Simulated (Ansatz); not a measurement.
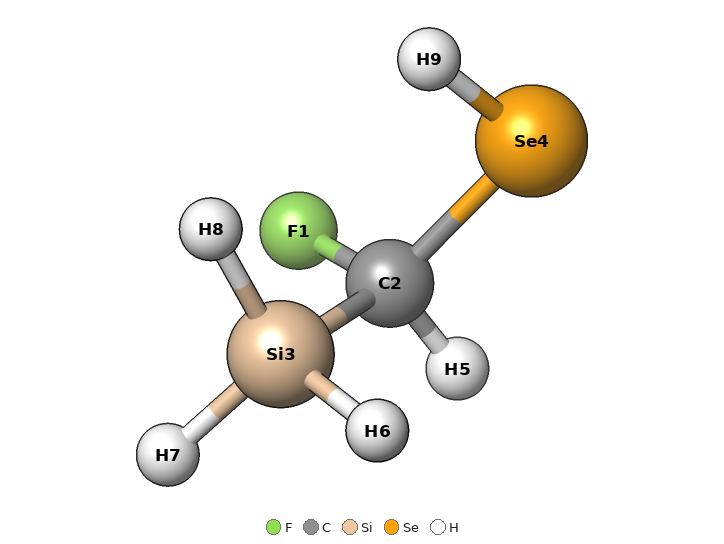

The atoms are numbered. The computed structure is the end point of a PBE-D4/def2-SVP optimisation. No frequency run is at hand to confirm it as a minimum.

Give the bond lengths.

```
  bond  length (Å)   order
 F1–C2       1.390  single
C2–Si3       1.916  single
C2–Se4       1.972  single
 C2–H5       1.114  single
Si3–H6       1.502  single
Si3–H7       1.504  single
Si3–H8       1.503  single
Se4–H9       1.488  single
```
